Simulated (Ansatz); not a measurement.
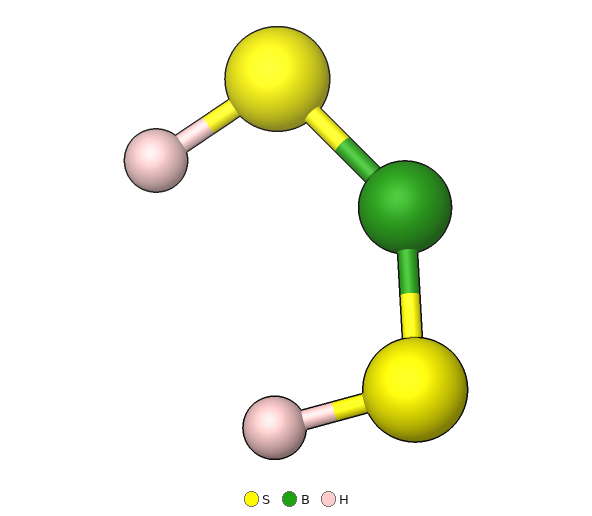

A ball-and-stick model of a molecule. Every bond is drawn as one stick, whatever its order.

The species is neutral and a spin doublet. The geometry was computed by an optimisation with PBE0-D4/def2-TZVP.

What does the picture show?

Formula BH₂S₂. As SMILES it reads `S[B]S`. The point group is C2v. It is an open-shell species. All atoms lie on one plane. Coordination: 2 S bent; 1 B bent.

The parts below concern this one geometry. Atoms keep their numbers from picture to picture.

### Geometry

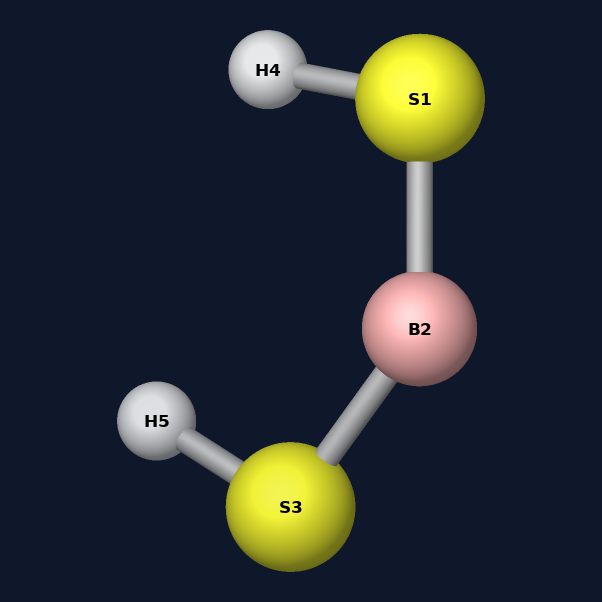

The atoms are numbered.

Give the bond lengths.

```tsv
bond	length (Å)	order
S1–B2	1.749	single
S1–H4	1.356	single
B2–S3	1.749	single
S3–H5	1.356	single
```

### Charges

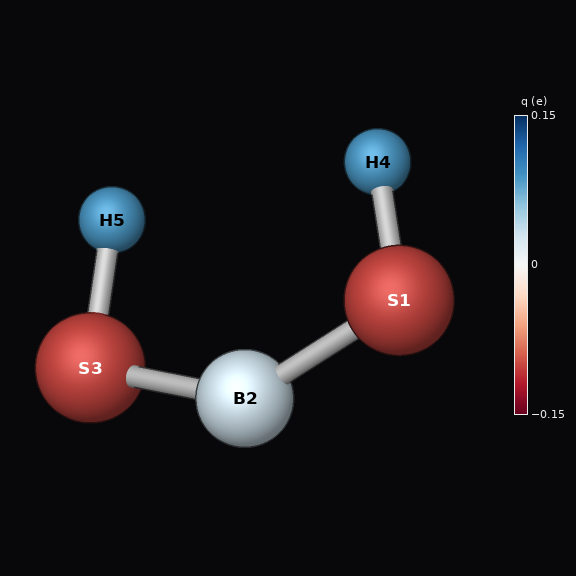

Atoms are coloured by their Mulliken charges. Method: UKS PBE-D4/def2-TZVPP (Ansatz 0.2.0).

Give the Mulliken charges atom by atom.

| atom | value (e) |
| --- | --- |
| S1 | −0.10 |
| B2 | 0.03 |
| S3 | −0.10 |
| H4 | 0.09 |
| H5 | 0.09 |

### Vibrations

Harmonic vibrations computed with UKS PBE0-D4/def2-TZVP (Ansatz 0.2.0) at a stationary point of the same level.

> List the wavenumbers.

9 modes: 206, 356, 383, 548, 764, 914, 1078, 2567, 2568 cm⁻¹.

### Dipole moment

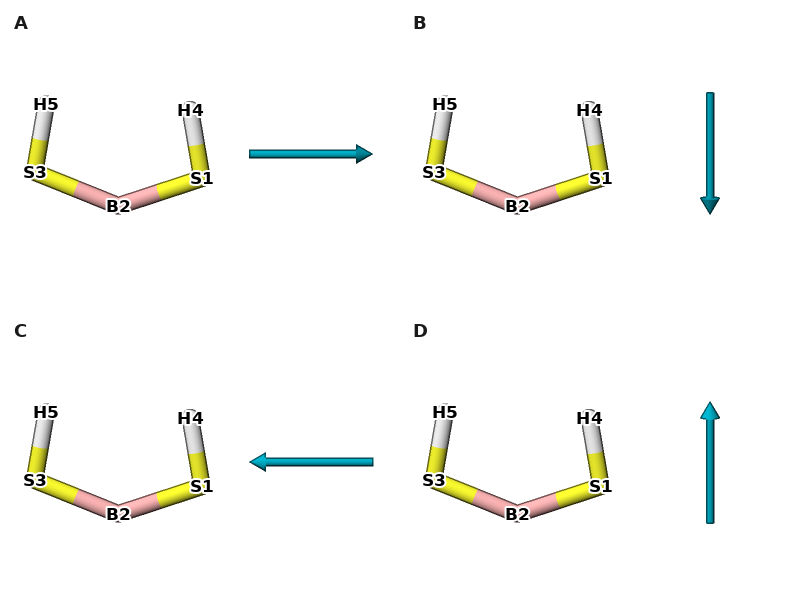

The same molecule four times, each with an arrow. Properties computed with UKS ωB97M-V/def2-TZVPP (Ansatz 0.2.0).

> Which arrow points along the dipole moment, from the negative to the positive end?

D. The dipole moment is 1.92 D; it points from the side of B2 to the side of H4, H5 (the outermost atoms at the two ends).

Mulliken values depend strongly on the basis set and can even reverse the polarity of a bond.
